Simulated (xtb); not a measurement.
## Frequency calculation, with input and output: TaN3H6O (part 1 of 2)

The run: frequency calculation of TaN3H6O, SMILES [NH2][Ta]([NH2])([NH2])=[O]. Method and program: GFN1-xTB (xtb 6.7.1).

The geometry was optimised with GFN1-xTB.

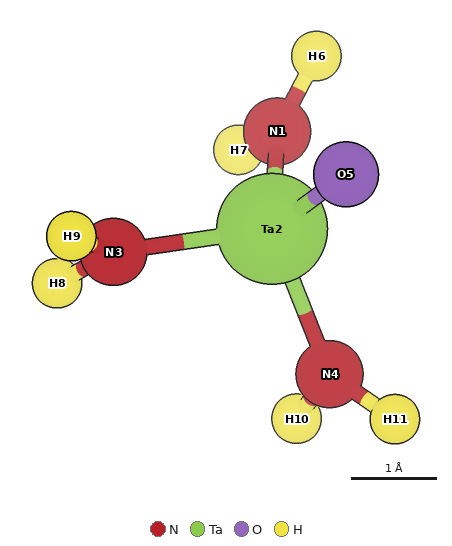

*The input geometry (ball-and-stick view, seen at a tilt; atoms are numbered from 1 in the order of the input). Sticks mark near contacts.*

Bond lengths as drawn: H–N 1.01 Å, N–Ta 1.93 Å and O–Ta 1.72 Å.

## Input (mol.xyz)
```
11

N     -0.99293     1.45108     0.27908
Ta     0.50852     0.23883     0.20063
N     -0.01466    -1.32194     1.21067
N      0.63311    -0.33514    -1.63922
O      1.96663     0.94700     0.77721
H     -1.01252     2.40611     0.60528
H     -1.92698     1.20660    -0.01766
H     -0.84305    -1.86529     1.01390
H      0.45183    -1.74469     1.99968
H     -0.12567    -0.77174    -2.14293
H      1.42142    -0.26781    -2.26594
```

## File xtb.inp
```
$hess
   sccacc=1
$end
```

Machine: 1 thread of Intel Xeon @ 2.50GHz (Skylake/Cascade Lake), 189 GiB of memory available, shared host.

Run as:
```bash
xtb mol.xyz --hess --gfn 1 -I xtb.inp --chrg 0 --uhf 0 > run.log
```

## Log
```
* xtb version 6.7.1
   ID    Z sym.   atoms
    1    7 N      1, 3, 4
    2   73 Ta     2
    3    8 O      5
    4    1 H      6-11

           -------------------------------------------------
          |                Calculation Setup                |
           -------------------------------------------------

          program call               : xtb mol.xyz --hess --gfn 1 -I xtb.inp --chrg 0 --uhf 0
          coordinate file            : mol.xyz
          omp threads                :                     1

           -------------------------------------------------
          |                 G F N 1 - x T B                 |
           -------------------------------------------------

      * Hamiltonian:
        H0-scaling (s, p, d)           1.850000    2.250000    2.000000
        zeta-weighting                 0.000000
      * Dispersion:
        s8                             2.400000
        a1                             0.630000
        a2                             5.000000
        s9                             0.000000
      * Repulsion:
        kExp                           1.500000
        rExp                           1.000000
      * Coulomb:
        alpha                          2.000000
        third order                    atomic
        anisotropic                    false
      * Halogen bond correction:
        rad-scale                      1.300000
        damping                        0.440000

          ...................................................
          :                      SETUP                      :
          :.................................................:
          :  # basis functions                  38          :
          :  # atomic orbitals                  37          :
          :  # shells                           23          :
          :  # electrons                        32          :
          :  # halogen bonds                     0          :
          :  max. iterations                   250          :
          :  Hamiltonian                  GFN1-xTB          :
          :  restarted?                      false          :
          :  GBSA solvation                  false          :
          :  PC potential                    false          :
          :  electronic temp.          300.0000000     K    :
          :  accuracy                    1.0000000          :
          :  -> integral cutoff          0.2500000E+02      :
          :  -> integral neglect         0.1000000E-07      :
          :  -> SCF convergence          0.1000000E-05 Eh   :
          :  -> wf. convergence          0.2000000E-04 e    :
          :  Broyden damping             0.4000000          :
          :  net charge                          0          :
          :  unpaired electrons                  0          :
          ...................................................

 iter      E             dE          RMSdq      gap      omega  full diag
   1    -19.6926844 -0.196927E+02  0.725E+00    2.93       0.0  T
   2    -19.7275787 -0.348943E-01  0.431E+00    3.86       1.0  T
   3    -19.7027326  0.248461E-01  0.210E+00    3.39       1.0  T
   4    -19.7385893 -0.358567E-01  0.722E-01    3.74       1.0  T
   5    -19.7423558 -0.376650E-02  0.695E-02    3.66       1.0  T
   6    -19.7423615 -0.569385E-05  0.257E-02    3.66       1.2  T
   7    -19.7423681 -0.663605E-05  0.177E-02    3.66       1.7  T
   8    -19.7423713 -0.312038E-05  0.213E-03    3.66      14.2  T
   9    -19.7423713 -0.735726E-07  0.155E-04    3.66     194.1  T
  10    -19.7423713 -0.172079E-09  0.463E-05    3.66     651.8  T

   *** convergence criteria satisfied after 10 iterations ***

         #    Occupation            Energy/Eh            Energy/eV
      -------------------------------------------------------------
         1        2.0000           -0.7601639             -20.6851
       ...           ...                  ...                  ...
        10        2.0000           -0.4581785             -12.4677
        11        2.0000           -0.4366449             -11.8817
        12        2.0000           -0.4366416             -11.8816
        13        2.0000           -0.4307594             -11.7216
        14        2.0000           -0.4013557             -10.9214
        15        2.0000           -0.4013508             -10.9213
        16        2.0000           -0.3723407             -10.1319 (HOMO)
        17                         -0.2377643              -6.4699 (LUMO)
        18                         -0.2377539              -6.4696
        19                         -0.1788388              -4.8665
        20                         -0.1470553              -4.0016
        21                         -0.1470502              -4.0014
       ...                                ...                  ...
        37                          1.0055970              27.3637
      -------------------------------------------------------------
                  HL-Gap            0.1345765 Eh            3.6620 eV
             Fermi-level           -0.3050525 Eh           -8.3009 eV

 SCC (total)                   0 d,  0 h,  0 min,  0.024 sec
 SCC setup                      ...        0 min,  0.000 sec (  0.691%)
 Dispersion                     ...        0 min,  0.000 sec (  0.283%)
 classical contributions        ...        0 min,  0.000 sec (  0.122%)
 integral evaluation            ...        0 min,  0.006 sec ( 23.191%)
 iterations                     ...        0 min,  0.006 sec ( 26.301%)
 molecular gradient             ...        0 min,  0.012 sec ( 48.046%)
 printout                       ...        0 min,  0.000 sec (  1.264%)

         :::::::::::::::::::::::::::::::::::::::::::::::::::::
         ::                     SUMMARY                     ::
         :::::::::::::::::::::::::::::::::::::::::::::::::::::
         :: total energy             -19.571219585345 Eh    ::
         :: gradient norm              0.000094928881 Eh/a0 ::
         :: HOMO-LUMO gap              3.662011735574 eV    ::
         ::.................................................::
         :: SCC energy               -19.742371323824 Eh    ::
         :: -> electrostatic           0.156512291458 Eh    ::
         :: repulsion energy           0.174652984255 Eh    ::
         :: dispersion energy         -0.003501245776 Eh    ::
         :: halogen bond corr.         0.000000000000 Eh    ::
         :: add. restraining           0.000000000000 Eh    ::
         :: total charge              -0.000000000000 e     ::
         :::::::::::::::::::::::::::::::::::::::::::::::::::::

           -------------------------------------------------
          |                Numerical Hessian                |
           -------------------------------------------------
step length          :   0.00500
SCC accuracy         :   1.00000
Hessian scale factor :   1.00000
frozen atoms in %    :   0.00000    0
RMS gradient         :   0.00009
estimated CPU  time      0.02 min

writing file <hessian>.

 projected vibrational frequencies (cm⁻¹)
eigval :       -0.00    -0.00    -0.00    -0.00     0.00     0.00
eigval :       84.76   132.60   132.62   144.33   149.93   149.98
eigval :      314.66   315.54   394.10   394.58   416.18   508.57
eigval :      525.59   525.86   570.71   580.78   580.84   923.16
eigval :     1495.97  1496.58  1496.68  3445.68  3446.12  3446.78
eigval :     3508.58  3508.87  3509.59
           -------------------------------------------------
          |                Property Printout                |
           -------------------------------------------------

    * Orbital Energies and Occupations

         #    Occupation            Energy/Eh            Energy/eV
      -------------------------------------------------------------
         1        2.0000           -0.7601640             -20.6851
       ...           ...                  ...                  ...
         4        2.0000           -0.6573543             -17.8875
         5        2.0000           -0.5246574             -14.2767
         6        2.0000           -0.5207649             -14.1707
         7        2.0000           -0.5207607             -14.1706
         8        2.0000           -0.4602680             -12.5245
         9        2.0000           -0.4581802             -12.4677
        10        2.0000           -0.4581786             -12.4677
        11        2.0000           -0.4366454             -11.8817
        12        2.0000           -0.4366421             -11.8816
        13        2.0000           -0.4307600             -11.7216
        14        2.0000           -0.4013558             -10.9214
        15        2.0000           -0.4013509             -10.9213
        16        2.0000           -0.3723409             -10.1319 (HOMO)
        17                         -0.2377643              -6.4699 (LUMO)
        18                         -0.2377539              -6.4696
        19                         -0.1788388              -4.8665
        20                         -0.1470554              -4.0016
        21                         -0.1470503              -4.0014
        22                         -0.1246953              -3.3931
        23                         -0.0864083              -2.3513
        24                         -0.0864058              -2.3512
        25                         -0.0352179              -0.9583
        26                         -0.0288674              -0.7855
        27                         -0.0288607              -0.7853
       ...                                ...                  ...
        37                          1.0055971              27.3637
      -------------------------------------------------------------
                  HL-Gap            0.1345765 Eh            3.6620 eV
             Fermi-level           -0.3050526 Eh           -8.3009 eV

  Mulliken/CM5 charges         n(s)   n(p)   n(d)
     1N    -0.65008 -1.27960   1.470  4.180  0.000
     2Ta    1.40008  2.45195   0.535  0.459  2.605
     3N    -0.65011 -1.27967   1.470  4.180  0.000
     4N    -0.65012 -1.27971   1.470  4.180  0.000
     5O    -0.67848 -0.95463   1.730  4.949  0.000
     6H     0.21118  0.39660   0.789  0.000  0.000
     7H     0.19838  0.38391   0.802  0.000  0.000
     8H     0.19839  0.38394   0.802  0.000  0.000
     9H     0.21118  0.39660   0.789  0.000  0.000
    10H     0.19839  0.38396   0.802  0.000  0.000
    11H     0.21119  0.39664   0.789  0.000  0.000

Wiberg/Mayer (AO) data.
largest (>0.10) Wiberg bond orders for each atom
```
